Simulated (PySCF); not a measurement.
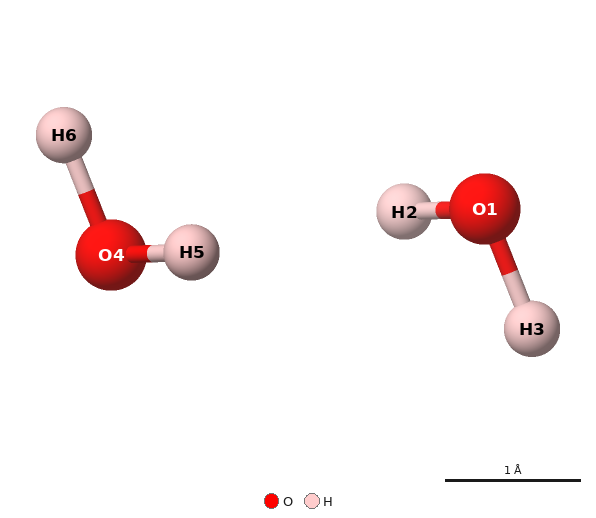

Figure made from data computed with PySCF.

Numbered structure. Geometry: a fixed input geometry, not necessarily a minimum.

Describe the coordination of atom 1.

Answer. O1 has 2 neighbours (H2 at 0.96, H3 at 0.96 Å); the arrangement is bent.
